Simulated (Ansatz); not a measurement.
## Run report: C2H9AlNP, geometry relaxation (part 1 of 2)

- system: C2H9AlNP
- method: RKS r2SCAN-D4/cc-pVDZ (Ansatz 0.2.0)

It belongs to a series of runs on one base structure; here: end point B relaxed.

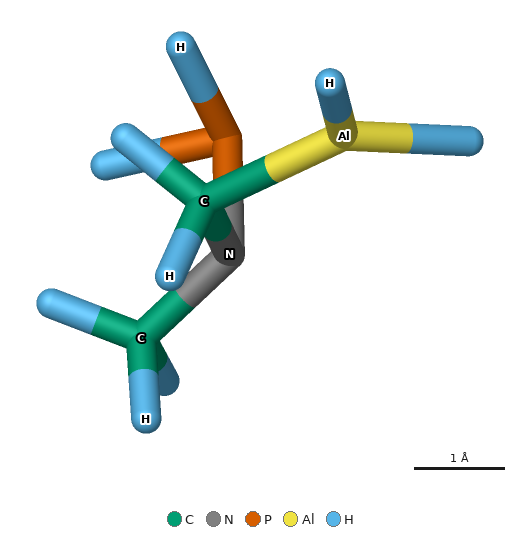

*The input geometry (stick view, seen at a tilt). Sticks mark near contacts.*

Bond lengths as drawn: Al–C 1.97 Å, Al–H 1.56 to 1.59 Å, C–H 1.08 to 1.16 Å, C–N 1.43 to 1.45 Å, H–P 1.45 to 1.50 Å and N–P 1.78 Å.

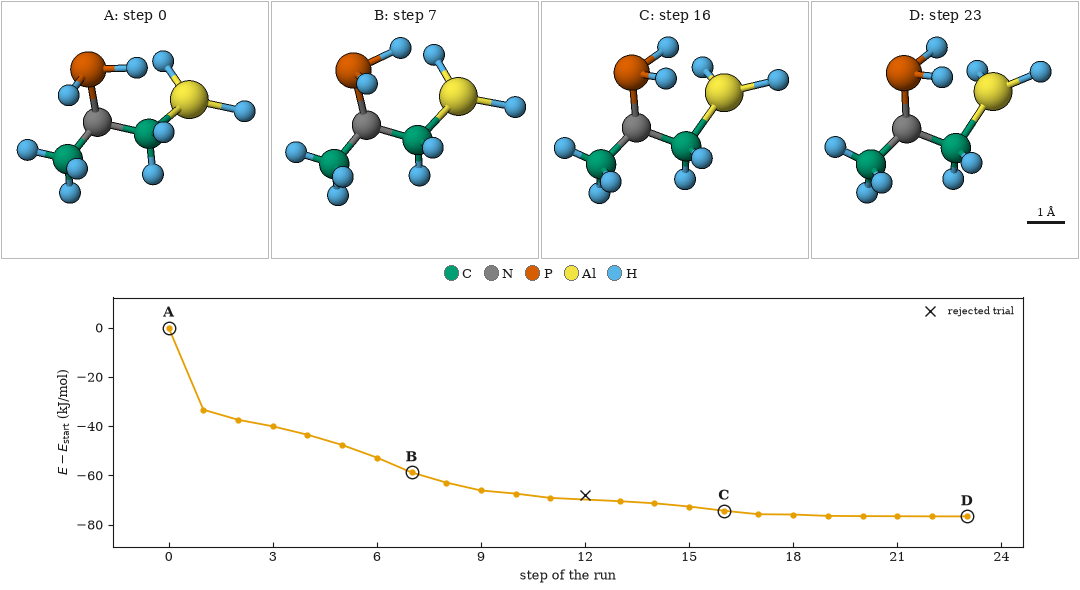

*Frames of the relaxation (ball-and-stick view, seen at a tilt) above the curves, on which the letters mark them (the first geometry is step 0 here and step 1 in the log).*

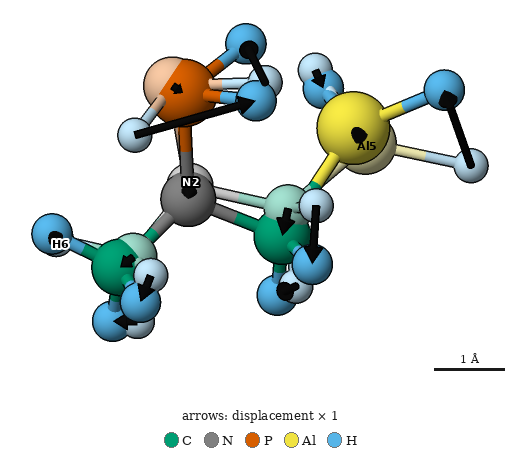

*Start (faint) and end (solid) with the displacements as black arrows, at true length (ball-and-stick view, seen at a tilt). The two geometries are laid on each other by the best rigid fit.*

The atom that moves furthest after the best rigid fit is H9 (1.83 Å). By element the largest moves are H 1.83 Å, Al 0.59 Å, C 0.41 Å, N 0.27 Å, P 0.19 Å. Among the contacts that change: N2–P3 1.781 → 1.731 Å, C4–H12 1.157 → 1.108 Å, C1–H8 1.150 → 1.103 Å, P3–H9 1.497 → 1.458 Å. Among the angles that change: N2–C4–Al5 115.1° → 104.2°, Al5–C4–H12 104.1° → 113.3°, C1–N2–P3 105.7° → 114.9°. Over 23 geometry steps the energy falls by 76.6 kJ/mol. Largest force component: 3.1 eV/Å at the start, 0.0077 eV/Å at the end. The line search rejected the trial step at point 12 (counted from 0) and went back. (Atoms are counted from 1 in the order of the input.)

The input and output of the run follow.

### Input file
```yaml
crystal:
  periodic: [false, false, false]
  atoms:
    - { symbol: C, position_ang: [-1.2171, 0.5386, 1.2593] }
    - { symbol: "N", position_ang: [-0.1177, 0.3827, 0.3581] }
    - { symbol: P, position_ang: [1.2637, -0.117, 1.3657] }
    - { symbol: C, position_ang: [-0.3392, -0.6601, -0.6271] }
    - { symbol: Al, position_ang: [0.7413, -0.5001, -2.2718] }
    - { symbol: H, position_ang: [-1.0371, 1.3825, 2.0003] }
    - { symbol: H, position_ang: [-1.5103, -0.3578, 1.7763] }
    - { symbol: H, position_ang: [-2.1026, 0.9581, 0.6575] }
    - { symbol: H, position_ang: [0.45733, -0.58839, 2.53517] }
    - { symbol: H, position_ang: [1.37585, -1.4617, 0.83185] }
    - { symbol: H, position_ang: [-0.3188, -1.6865, -0.1611] }
    - { symbol: H, position_ang: [-1.4306, -0.5598, -0.9971] }
    - { symbol: H, position_ang: [1.7875, 0.6913, -2.3464] }
    - { symbol: H, position_ang: [0.5336, -1.4978, -3.4547] }
basis:
  gaussian: { orbitals: cc-pVDZ }
hamiltonian:
  xc: r2scan
  dispersion: d4
relax:
  f_tol: 0.015
  max_steps: 40
```

Launch command:
```bash
ansatz run input.yaml --threads 2 --pin off --max-ram 3072MiB --backend cpu --events-out ev --progress --plain --runs-dir out
```

### What the program printed
```
The last accepted step is kept in [file] (removed where the run ends without a failure and the disk answers)
Engine: ansatz 0.2.0, x86_64-unknown-linux-gnu
Functional definition: r2SCAN
  parameter k0 = 0.174
  parameter k1 = 0.065
  parameter a1 = 4.9479
  exchange = r2scan_x(k0 = k0, k1 = k1, a1 = a1)
  correlation = r2scan_c
1595 factors; their error is unknown
mean field evaluation 1: about -19582.2312 eV, gradient 5.8e1 eV
mean field evaluation 2: about -19518.5062 eV, gradient 1.4e2 eV
mean field evaluation 4: about -19590.6078 eV, gradient 7.7e0 eV
mean field evaluation 8: about -19590.8387 eV, gradient 2.6e-1 eV
mean field evaluation 16: about -19590.7722 eV, gradient 9.7e-4 eV
mean field -19590.77223841 eV, -719.9476006593 hartree, gradient 2.9e-5 eV, S^2 0.000000; 0 other end points of the search recorded, 0 dependent functions left out
the calculation of the forces begins
reference -19590.77225260 eV, -719.9476011808 hartree; 28, 28 occupied and 95, 95 virtual orbitals, 1595 factors
relax step   1: F+E_penalty+E_count = -19590.85928093 eV  Δ(F+E_penalty+E_count) = +0.000e0 eV  max|allowed force component| = 3.148e0 eV/Å  Δτ_max = 0.0000 Å  (29 SCF iters, accepted)
these checks for a lower state are left out or cut short: starts, cluster_reference, orbital_swaps, neighbouring_geometries, increment
1595 factors; their error is unknown
mean field -19591.11851522 eV, -719.9603260972 hartree, gradient 8.8e-6 eV, S^2 0.000000; 0 other end points of the search recorded, 0 dependent functions left out
[... from here on the field's lines of each further geometry are left out, up to the last ...]
relax step   2: F+E_penalty+E_count = -19591.20448147 eV  Δ(F+E_penalty+E_count) = -3.452e-1 eV  max|allowed force component| = 9.416e-1 eV/Å  Δτ_max = 0.1912 Å  (29 SCF iters, accepted)
relax step   3: F+E_penalty+E_count = -19591.24673029 eV  Δ(F+E_penalty+E_count) = -4.225e-2 eV  max|allowed force component| = 2.996e-1 eV/Å  Δτ_max = 0.0695 Å  (30 SCF iters, accepted)
relax step   4: F+E_penalty+E_count = -19591.27424277 eV  Δ(F+E_penalty+E_count) = -2.751e-2 eV  max|allowed force component| = 3.000e-1 eV/Å  Δτ_max = 0.2000 Å  (29 SCF iters, accepted)
relax step   5: F+E_penalty+E_count = -19591.30960854 eV  Δ(F+E_penalty+E_count) = -3.537e-2 eV  max|allowed force component| = 3.473e-1 eV/Å  Δτ_max = 0.1995 Å  (29 SCF iters, accepted)
relax step   6: F+E_penalty+E_count = -19591.35272116 eV  Δ(F+E_penalty+E_count) = -4.311e-2 eV  max|allowed force component| = 7.136e-1 eV/Å  Δτ_max = 0.1908 Å  (29 SCF iters, accepted)
relax step   7: F+E_penalty+E_count = -19591.40574748 eV  Δ(F+E_penalty+E_count) = -5.303e-2 eV  max|allowed force component| = 7.943e-1 eV/Å  Δτ_max = 0.1957 Å  (29 SCF iters, accepted)
relax step   8: F+E_penalty+E_count = -19591.46815120 eV  Δ(F+E_penalty+E_count) = -6.240e-2 eV  max|allowed force component| = 3.396e-1 eV/Å  Δτ_max = 0.2000 Å  (29 SCF iters, accepted)
relax step   9: F+E_penalty+E_count = -19591.51098986 eV  Δ(F+E_penalty+E_count) = -4.284e-2 eV  max|allowed force component| = 2.378e-1 eV/Å  Δτ_max = 0.2000 Å  (29 SCF iters, accepted)
relax step  10: F+E_penalty+E_count = -19591.54427317 eV  Δ(F+E_penalty+E_count) = -3.328e-2 eV  max|allowed force component| = 1.476e-1 eV/Å  Δτ_max = 0.2000 Å  (29 SCF iters, accepted)
relax step  11: F+E_penalty+E_count = -19591.55744486 eV  Δ(F+E_penalty+E_count) = -1.317e-2 eV  max|allowed force component| = 5.636e-1 eV/Å  Δτ_max = 0.1999 Å  (30 SCF iters, accepted)
relax step  12: F+E_penalty+E_count = -19591.57550504 eV  Δ(F+E_penalty+E_count) = -1.806e-2 eV  max|allowed force component| = 2.324e-1 eV/Å  Δτ_max = 0.1987 Å  (29 SCF iters, accepted)
relax step  13: F+E_penalty+E_count = -19591.56525701 eV  Δ(F+E_penalty+E_count) = +1.025e-2 eV  max|allowed force component| = 4.160e-1 eV/Å  Δτ_max = 0.1767 Å  (29 SCF iters, rejected (line search))
relax step  14: F+E_penalty+E_count = -19591.58938545 eV  Δ(F+E_penalty+E_count) = -1.388e-2 eV  max|allowed force component| = 8.303e-2 eV/Å  Δτ_max = 0.0864 Å  (31 SCF iters, accepted)
relax step  15: F+E_penalty+E_count = -19591.59817433 eV  Δ(F+E_penalty+E_count) = -8.789e-3 eV  max|allowed force component| = 1.030e-1 eV/Å  Δτ_max = 0.1000 Å  (30 SCF iters, accepted)
relax step  16: F+E_penalty+E_count = -19591.61179410 eV  Δ(F+E_penalty+E_count) = -1.362e-2 eV  max|allowed force component| = 1.033e-1 eV/Å  Δτ_max = 0.1458 Å  (30 SCF iters, accepted)
relax step  17: F+E_penalty+E_count = -19591.62948141 eV  Δ(F+E_penalty+E_count) = -1.769e-2 eV  max|allowed force component| = 1.540e-1 eV/Å  Δτ_max = 0.1943 Å  (30 SCF iters, accepted)
relax step  18: F+E_penalty+E_count = -19591.64425975 eV  Δ(F+E_penalty+E_count) = -1.478e-2 eV  max|allowed force component| = 9.505e-2 eV/Å  Δτ_max = 0.1916 Å  (30 SCF iters, accepted)
relax step  19: F+E_penalty+E_count = -19591.64545078 eV  Δ(F+E_penalty+E_count) = -1.191e-3 eV  max|allowed force component| = 1.709e-1 eV/Å  Δτ_max = 0.2000 Å  (29 SCF iters, accepted)
relax step  20: F+E_penalty+E_count = -19591.65122241 eV  Δ(F+E_penalty+E_count) = -5.772e-3 eV  max|allowed force component| = 5.124e-2 eV/Å  Δτ_max = 0.0811 Å  (31 SCF iters, accepted)
relax step  21: F+E_penalty+E_count = -19591.65220405 eV  Δ(F+E_penalty+E_count) = -9.816e-4 eV  max|allowed force component| = 1.000e-1 eV/Å  Δτ_max = 0.0477 Å  (31 SCF iters, accepted)
relax step  22: F+E_penalty+E_count = -19591.65261256 eV  Δ(F+E_penalty+E_count) = -4.085e-4 eV  max|allowed force component| = 5.299e-2 eV/Å  Δτ_max = 0.0167 Å  (31 SCF iters, accepted)
relax step  23: F+E_penalty+E_count = -19591.65325135 eV  Δ(F+E_penalty+E_count) = -6.388e-4 eV  max|allowed force component| = 2.990e-2 eV/Å  Δτ_max = 0.0142 Å  (32 SCF iters, accepted)
the calculation of the forces begins
reference -19591.56499526 eV, -719.9767339362 hartree; 28, 28 occupied and 95, 95 virtual orbitals, 1595 factors
relax step  24: F+E_penalty+E_count = -19591.65333367 eV  Δ(F+E_penalty+E_count) = -8.231e-5 eV  max|allowed force component| = 7.691e-3 eV/Å  Δτ_max = 0.0067 Å  (24 SCF iters, accepted)
1595 factors; their error is unknown
mean field evaluation 192: about -19591.5650 eV, gradient 4.1e-2 eV
mean field -19591.56498098 eV, -719.9767334112 hartree, gradient 1.4e-5 eV, S^2 0.000000; 1 other end points of the search recorded, 0 dependent functions left out
the calculation of the forces begins
reference -19591.56499526 eV, -719.9767339362 hartree; 28, 28 occupied and 95, 95 virtual orbitals, 1595 factors
Total energy: -19591.65334795 eV, -719.9799808377 hartree
Atom 0 at    -1.379825     0.638155     1.412973 Å, force     0.002486    -0.002380     0.002985 eV/Å
Atom 1 at    -0.305823     0.261109     0.497095 Å, force    -0.007164     0.001671    -0.007198 eV/Å
Atom 2 at     1.157499    -0.257792     1.263423 Å, force     0.003686    -0.002680     0.004586 eV/Å
Atom 3 at    -0.730873    -0.539028    -0.665125 Å, force     0.004305     0.001741     0.007691 eV/Å
Atom 4 at     0.935695    -0.744959    -1.755101 Å, force     0.002434    -0.001276    -0.002521 eV/Å
Atom 5 at    -0.976221     1.230569     2.248902 Å, force     0.000234     0.001152     0.001989 eV/Å
Atom 6 at    -1.924635    -0.236802     1.826338 Å, force     0.000289     0.000132    -0.000709 eV/Å
Atom 7 at    -2.107567     1.261121     0.867246 Å, force    -0.002895     0.001003    -0.001027 eV/Å
Atom 8 at     1.048648    -1.711426     1.223815 Å, force    -0.000034     0.000837    -0.000830 eV/Å
Atom 9 at     1.983357    -0.255715     0.053380 Å, force    -0.001496     0.000061    -0.002753 eV/Å
Atom 10 at    -1.170909    -1.511144    -0.341167 Å, force    -0.000348    -0.001519    -0.001275 eV/Å
Atom 11 at    -1.534380     0.010922    -1.192946 Å, force    -0.001807     0.001132    -0.002103 eV/Å
Atom 12 at     1.571367     0.568998    -2.404807 Å, force     0.001249    -0.000574    -0.000148 eV/Å
Atom 13 at     1.519546    -2.190000    -2.108006 Å, force    -0.000939     0.000699     0.001313 eV/Å
Dipole moment:    -0.312507    -0.029434     0.215500 e Å
```

### Trajectory as extended XYZ (Å, eV, eV/Å), 16 of the 24 frames kept, from step=1 to step=24
```
14
Properties=species:S:1:pos:R:3:forces:R:3 step=1 energy=-19590.85928
C    -1.2171    0.5386    1.2593   -1.9517   3.1482  -0.6459
N    -0.1177    0.3827    0.3581    1.0655  -0.3494   0.4992
P     1.2637   -0.1170    1.3657    0.3864   0.0131   0.7568
C    -0.3392   -0.6601   -0.6271   -1.7700  -0.6049  -0.8719
Al    0.7413   -0.5001   -2.2718    0.1934   0.3667   0.3827
H    -1.0371    1.3825    2.0003    0.1371  -0.9491  -0.4759
H    -1.5103   -0.3578    1.7763   -0.3922  -0.9809   0.5740
H    -2.1026    0.9581    0.6575    0.7269  -0.7080   0.6251
H     0.4573   -0.5884    2.5352    0.6550   0.0817  -0.6780
H     1.3759   -1.4617    0.8318    0.1446   0.1196   0.3057
H    -0.3188   -1.6865   -0.1611   -0.2120   0.1745  -0.2646
H    -1.4306   -0.5598   -0.9971    1.0368  -0.0444   0.2224
H     1.7875    0.6913   -2.3464    0.0765   0.0496  -0.0885
H     0.5336   -1.4978   -3.4547   -0.0963  -0.3168  -0.3412
14
Properties=species:S:1:pos:R:3:forces:R:3 step=3 energy=-19591.24673
C    -1.2935    0.5606    1.2581    0.0249   0.0353   0.0630
N    -0.1382    0.2985    0.4089    0.1591  -0.0994   0.0624
P     1.3329   -0.0541    1.3759   -0.2996   0.0211  -0.1075
C    -0.4147   -0.6835   -0.6506   -0.0895  -0.0848   0.0452
Al    0.7669   -0.5133   -2.2351   -0.0002  -0.0057   0.0149
H    -1.0450    1.3285    2.0103    0.0076  -0.0330  -0.0025
H    -1.6607   -0.3457    1.7925   -0.0061  -0.0064   0.0115
H    -2.1191    0.9592    0.6448    0.0120  -0.0115  -0.0325
H     0.6734   -0.5944    2.5532    0.0765  -0.0153  -0.0665
H     1.5688   -1.4020    0.8988    0.0119   0.0843   0.0107
H    -0.5404   -1.7301   -0.2660    0.0084   0.0920  -0.0231
H    -1.4204   -0.4433   -1.0723    0.0758   0.0544   0.0043
H     1.8289    0.6704   -2.3414    0.0111  -0.0212   0.0173
H     0.5470   -1.5270   -3.4512    0.0081  -0.0098   0.0027
14
Properties=species:S:1:pos:R:3:forces:R:3 step=4 energy=-19591.27424
C    -1.3197    0.5461    1.2875    0.1290  -0.0287  -0.0926
N    -0.1646    0.2955    0.4290   -0.3000  -0.0233  -0.2488
P     1.3075    0.0186    1.3529    0.2016  -0.0904   0.1330
C    -0.4448   -0.6635   -0.6486   -0.0493   0.0546   0.0113
Al    0.7821   -0.5649   -2.2078    0.0684   0.0013   0.0878
H    -1.0661    1.3000    2.0489    0.0008   0.0409   0.0261
H    -1.6820   -0.3678    1.8133    0.0232  -0.0027  -0.0197
H    -2.1432    0.9459    0.6735   -0.0305   0.0121   0.0272
H     0.7313   -0.6636    2.4962    0.0019  -0.0889   0.0357
H     1.6592   -1.2666    0.7826    0.0408   0.1189  -0.0032
H    -0.6429   -1.7035   -0.2802   -0.0279   0.0853  -0.0123
H    -1.4059   -0.3425   -1.1147   -0.0370  -0.0699   0.0165
H     1.8988    0.5703   -2.2801    0.0052  -0.0084   0.0017
H     0.5763   -1.5800   -3.4263   -0.0262  -0.0007   0.0373
```
